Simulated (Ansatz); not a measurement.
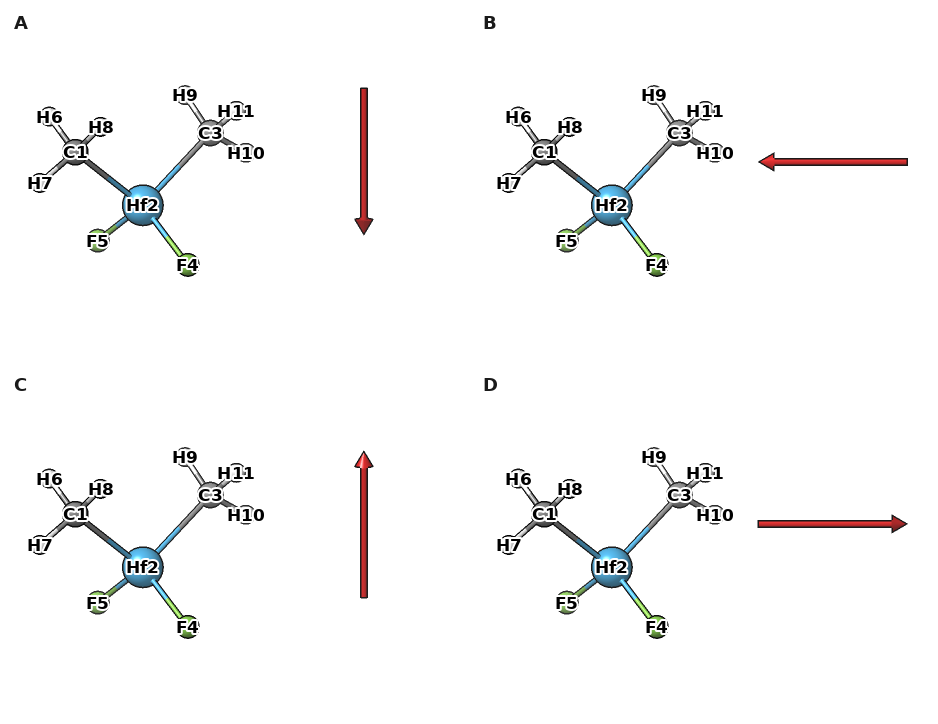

The same molecule four times, each with an arrow. Charge 0, singlet. The computed structure is the end point of a PBE0-D4/def2-TZVP optimisation. Method: RKS PBE0-D4/def2-TZVP, core potentials on Hf (Ansatz 0.2.0).

> Which arrow points along the dipole moment, from the negative to the positive end?

C. The dipole moment is 1.27 D; it points from the side of F4, F5 to the side of H6, H8, H9, H11 (the outermost atoms at the two ends).
